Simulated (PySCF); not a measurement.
Input file:

```
{"job": {"kind": "uv", "xc": "wB97X-D", "basis": "def2-SVPD", "nstates": 8, "ntriplets": 3}, "charge": 0, "multiplicity": 1}
C      2.209057     1.202867     0.154056
C      1.649215     0.006356     0.119420
C      0.736546    -0.447327    -0.971689
C      0.870302    -1.845726    -1.221143
N      0.953607    -2.974964    -1.391536
Si    -1.101509    -0.092960    -0.443198
C     -1.504064    -1.084539     1.125623
P     -1.119751     2.092089     0.076689
H      2.064917     1.921148    -0.637641
H      2.840406     1.509794     0.969327
H      1.808041    -0.705317     0.918480
H      0.940966     0.099956    -1.895980
H     -1.958281    -0.512103    -1.567334
H     -1.263939    -2.135799     0.997625
H     -2.557925    -1.010096     1.376412
H     -0.937403    -0.709783     1.974911
H     -1.142019     2.536060    -1.236093
H     -2.496926     2.156659     0.180432
```

Launched as:

```sh
OMP_NUM_THREADS=1 python probes_run.py task.json out
```

Geometry: GFN2-xTB.

Level of theory: wB97X-D/def2-SVPD, SCF density, gas phase in PySCF.

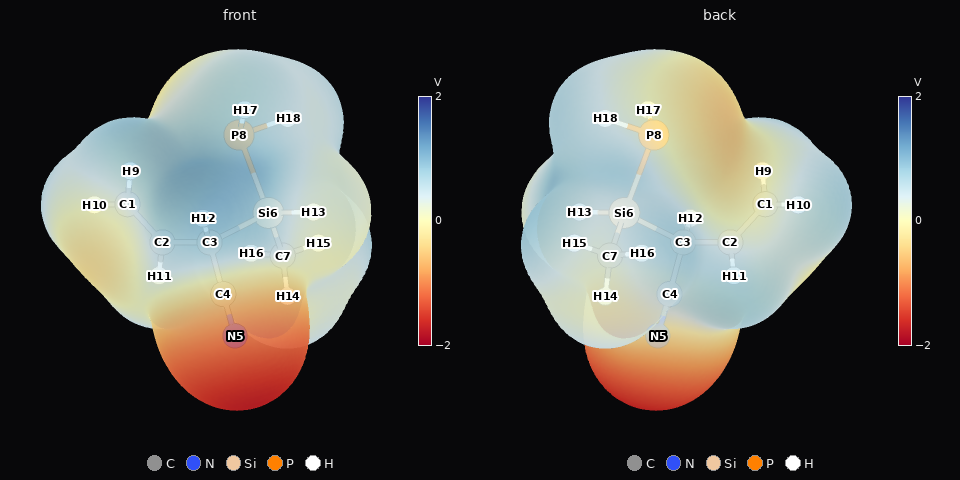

C$_{5}$H$_{10}$NPSi. The molecular electrostatic potential painted on the density surface at 0.001 e/bohr³, seen from the front and from behind; red is negative and blue positive.

> Where is the surface potential most negative and most positive?

The most negative region (about −1.7 V) lies over N5, the most positive (about +1.2 V) over H12. N5 is the likeliest acceptor of a hydrogen bond.

> What dipole moment does the calculation give?

Its dipole moment is 3.71 D.
